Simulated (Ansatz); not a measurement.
Input

```
crystal:
  periodic: [false, false, false]
  atoms:
    - {symbol: F, position_ang: [-0.113271, -1.450357, 0.494368]}
    - {symbol: B, position_ang: [1.014683, -0.662199, 0.658436]}
    - {symbol: O, position_ang: [0.954092, 0.556624, 0.179801]}
    - {symbol: In, position_ang: [-0.910862, 0.809509, -0.671246]}
    - {symbol: H, position_ang: [1.933640, -1.176255, 1.222995]}
    - {symbol: H, position_ang: [-2.003915, 1.478630, 0.448978]}
    - {symbol: H, position_ang: [-0.874366, 0.444049, -2.333332]}
basis:
  gaussian: {orbitals: def2-TZVPP}
hamiltonian: {xc: pbe0, dispersion: d4}
output: {orbitals: {seedname: orbitals}}
```

Launched as:

```sh
ansatz run in.yaml --threads 2 --pin off --events-out ev --progress --plain --max-ram 4352MiB
```

Geometry: PBE0-D4/def2-TZVP; core potentials replace the inner electrons of In.

Theory: RKS PBE0-D4/def2-TZVPP in Ansatz.

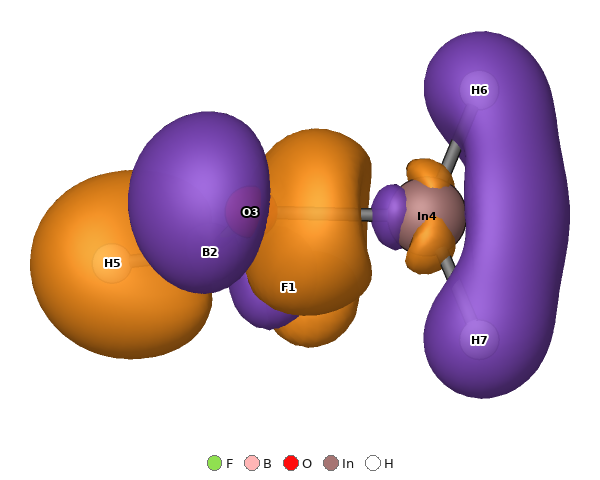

BFH3InO. The HOMO−1 at ±0.08 Å⁻³ᐟ² (orange and purple are the two phases), seen at a tilt.

Q: Where does this orbital lie, and at what energy?

A: It lies mainly on O3 (about 50 %), In4 (about 15 %), B2 (about 10 %) and H5 (about 10 %). Its energy is −8.80 eV.
